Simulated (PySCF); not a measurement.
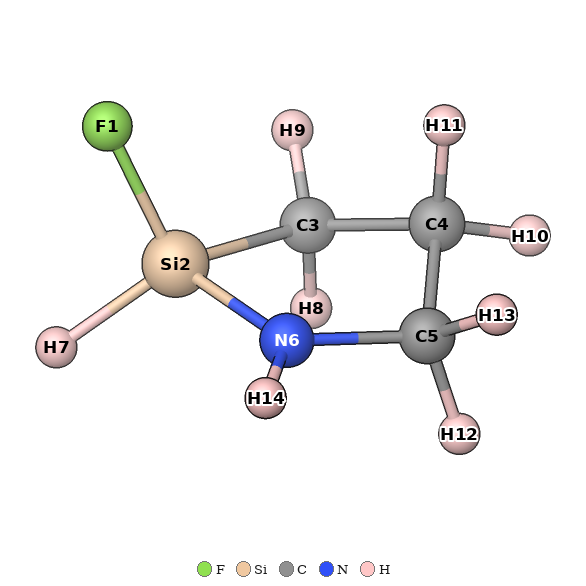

Atoms fade into the background with distance from the viewer. The computed structure is the end point of a PBE0-D3(BJ)/def2-SVP optimisation. No frequency run is at hand to confirm it as a minimum.

> How is the 5-membered ring Si2–C3–C4–C5–N6 puckered?

It is between envelope and twist. The Cremer–Pople amplitude Q is 0.38 Å.

> Give the torsion angles round the ring, beginning with the bond from its second to its third atom.

38°, −38°, 18°, 4°, −24°.
